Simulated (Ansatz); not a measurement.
**H2 (hydrogen): PBE-QIDH/aug-cc-pVTZ**

What is the electronic atomisation energy of H2 (hydrogen) at PBE-QIDH/aug-cc-pVTZ? 

Program for the calculation: Ansatz 0.2.0.

13 further runs of the same task are left out: 13 set aside as unsound or not needed.

### Step 1. The structure to begin with

The species is H2 (2 atoms), meant as a singlet with charge 0. SMILES: `[H][H]`. The shape is that of a PBE0-D4/def2-TZVP optimisation.

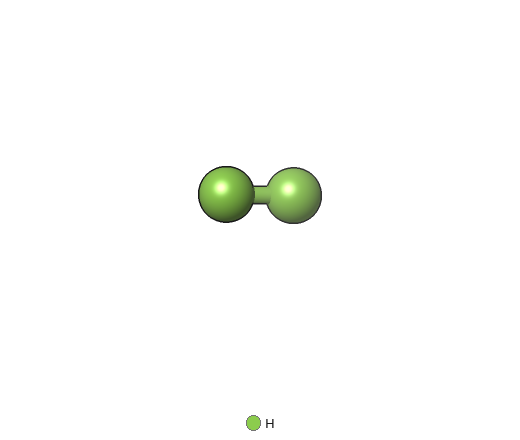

Viewed from a chosen angle; hydrogen green.

### Step 2. A single-point energy at PBE-QIDH/aug-cc-pVTZ

File job.yaml:

```yaml
crystal:
  periodic: [false, false, false]
  atoms:
    - {symbol: H, position_ang: [0.319300, -0.099200, 0.165500]}
    - {symbol: H, position_ang: [-0.319300, 0.099200, -0.165500]}
basis:
  gaussian:
    orbitals: aug-cc-pVTZ
accuracy: high
output:
  orbitals: {seedname: orbitals}
hamiltonian:
  xc: {name: PBE-QIDH}
correlation:
  frozen_orbitals: {H: 0}
```

Started as:

```bash
$ ansatz run job.yaml --threads 1 --pin off --max-ram 3480MiB --events-out events.jsonl --progress --plain --runs-dir runs
```

What it wrote:

```text
Warning: RAYON_NUM_THREADS=1 ignored (pool sized by the plan → 1); use --threads N
Functional definition: PBE-QIDH
  name "PBE-QIDH"
  parameter a = 3^(-1/3)
  parameter c = 1/3
  exchange = (1 - a)*pbe_x + a*exact_x
  correlation = (1 - c)*pbe_c + c*(mp2_os + mp2_ss)
520 factors; integrals over basis functions are off by at most 2.4e-9 eV
mean field evaluation 1: about -31.5083 eV, gradient 2.1e0 eV
mean field evaluation 2: about -31.5078 eV, gradient 2.1e0 eV
mean field evaluation 4: about -31.5283 eV, gradient 1.4e-2 eV
mean field evaluation 8: about -31.5283 eV, gradient 3.7e-5 eV
mean field -31.52826457 eV, -1.1586423524 hartree, gradient 3.7e-9 eV, S^2 0.000000; 0 other end points of the search recorded, 0 dependent functions left out
reference -31.52826522 eV, -1.1586423760 hartree; 1, 1 occupied and 45, 45 virtual orbitals, 520 factors
second order -0.96886388 eV of doubles, -0.00000000 eV of singles
Total energy: -31.85121984 eV, -1.1705107397 hartree
```

Run time: 0.38 s. Hardware: 1 thread of Intel Xeon Platinum 8488C (Sapphire Rapids), shared host.

### Step 3. The H atom, same level

File molecule.yaml:

```yaml
crystal:
  periodic: [false, false, false]
  atoms:
    - {symbol: H, position_ang: [0.000000, 0.000000, 0.000000]}
basis:
  gaussian:
    orbitals: aug-cc-pVTZ
magnetization:
  spin_polarized: true
  initial_magnetization: 1
hamiltonian:
  xc: {name: PBE-QIDH}
correlation:
  frozen_orbitals: {H: 0}
accuracy: high
```

Started as:

```bash
$ ansatz run molecule.yaml --threads 1 --pin off --max-ram 3480MiB --events-out events.jsonl --progress --plain --runs-dir runs
```

What it wrote:

```text
Warning: RAYON_NUM_THREADS=1 ignored (pool sized by the plan → 1); use --threads N
Functional definition: PBE-QIDH
  name "PBE-QIDH"
  parameter a = 3^(-1/3)
  parameter c = 1/3
  exchange = (1 - a)*pbe_x + a*exact_x
  correlation = (1 - c)*pbe_c + c*(mp2_os + mp2_ss)
183 factors; integrals over basis functions are off by at most 9.4e-10 eV
mean field evaluation 1: about -13.6250 eV, gradient 1.3e0 eV
mean field evaluation 2: about -13.6250 eV, gradient 1.3e0 eV
mean field evaluation 4: about -13.6554 eV, gradient 3.2e-3 eV
mean field evaluation 8: about -13.6554 eV, gradient 1.0e-5 eV
mean field -13.65541725 eV, -0.5018273278 hartree, gradient 9.1e-8 eV, S^2 0.750000; 0 other end points of the search recorded, 0 dependent functions left out
reference -13.65541871 eV, -0.5018273815 hartree; 1, 0 occupied and 22, 23 virtual orbitals, 183 factors
second order 0.00000000 eV of doubles, -0.00000000 eV of singles
Total energy: -13.65541871 eV, -0.5018273815 hartree
```

It took 0.18 s on 1 thread of Intel Xeon Platinum 8488C (Sapphire Rapids), shared host.

### Step 4. Summary of results

At PBE-QIDH/aug-cc-pVTZ:

```
                                     quantity        value
                       molecule: total energy  -1.17051 Eh
  molecule: HOMO energy (SCF part's orbitals)    -14.62 eV
  molecule: LUMO energy (SCF part's orbitals)      1.20 eV
molecule: HOMO–LUMO gap (SCF part's orbitals)     15.82 eV
                         H atom: total energy  -0.50183 Eh
                                 H atom: ⟨S²⟩        0.750
                electronic atomisation energy     4.540 eV
```

Taking the molecule apart into free atoms costs 4.54 eV (438 kJ/mol), before zero-point energy and without spin-orbit coupling.
